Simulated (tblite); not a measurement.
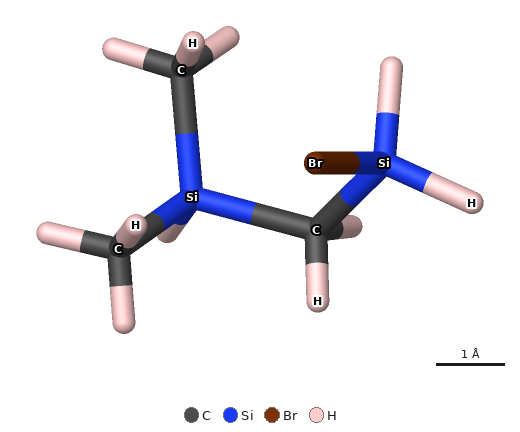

Fig. 1: The input geometry (stick view, seen at a tilt).

## Frequency calculation, with input and output: C3H11BrSi2

The run: frequency calculation of C3H11BrSi2. Method and program: GFN2-xTB harmonic vibrations, gas phase (tblite 0.8.0).

### Input
```
{"job": {"kind": "ir", "xc": "GFN2-xTB", "basis": "xTB"}, "charge": 0, "multiplicity": 1}
C     -1.164995     1.500945     0.461916
Si    -0.907232    -0.070931    -0.573592
C     -1.361862    -1.608333     0.441205
C      0.926830    -0.174159    -1.141660
Si     2.267908     0.374955     0.064777
Br     2.074791    -0.766928     1.964245
H     -2.218023     1.651238     0.678787
H     -0.810436     2.386984    -0.057115
H     -0.644422     1.442240     1.414181
H     -1.721087     0.000672    -1.801860
H     -0.765619    -1.685979     1.346344
H     -2.405414    -1.577767     0.740013
H     -1.213658    -2.521543    -0.128134
H      1.039822     0.432778    -2.040231
H      1.130153    -1.201113    -1.448892
H      3.614996     0.059852    -0.400734
H      2.151250     1.769117     0.470841
```

The first line tells a small driver script what to run in tblite; the rest is the geometry in Å.

Run on 1 CPU thread, shared host.

Command:
```bash
OMP_NUM_THREADS=1 python <driver script> task.json out
```

### The program's output
```
mode    cm-1     km/mol
  1      23.4      3.22
  2      68.5      2.48
  3      97.9      2.29
  4     127.8      0.33
  5     142.9      2.26
  6     146.7      6.03
  7     178.6      1.58
  8     185.8      1.90
  9     270.1      9.59
 10     400.6      8.49
 11     458.5     41.30
 12     581.3      8.96
 13     600.0     12.72
 14     608.7     46.79
 15     644.6    108.28
 16     667.6     45.68
 17     709.9    101.52
 18     751.9    338.87
 19     762.0     28.57
 20     787.7    231.97
 21     801.9     13.82
 22     828.0    164.41
 23     837.3    262.79
 24     839.5    146.41
 25     862.3    273.71
 26    1030.0      8.03
 27    1146.8     86.87
 28    1376.8     21.63
 29    1380.8     15.94
 30    1454.4      1.11
 31    1477.2      2.25
 32    1484.3      1.09
 33    1485.8      0.90
 34    1493.3      1.48
 35    2163.5    455.93
 36    2289.1    331.82
 37    2320.9    183.27
 38    2965.5     41.75
 39    2979.8     11.86
 40    3030.3     28.48
 41    3034.2     21.71
 42    3038.0     20.76
 43    3039.8     28.47
 44    3043.8     10.47
 45    3048.7     34.93
```

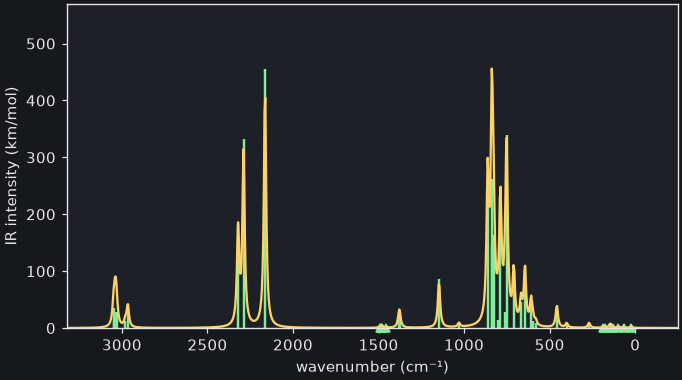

Fig. 2: Harmonic infrared spectrum, unscaled: sticks (degenerate modes added up, dark ones marked on the axis) with a Lorentzian envelope of 16 cm⁻¹ full width, scaled to the tallest stick. 45 modes from 23 to 3049 cm⁻¹, none imaginary. The strongest line is at 2164 cm⁻¹ (456 km/mol).

### Summary

- outcome: converged
- total energy: −533.6009 eV
- zero-point energy: 79.5800 kcal/mol
- wall time: 2.3 s
- peak memory: 0.18 GiB
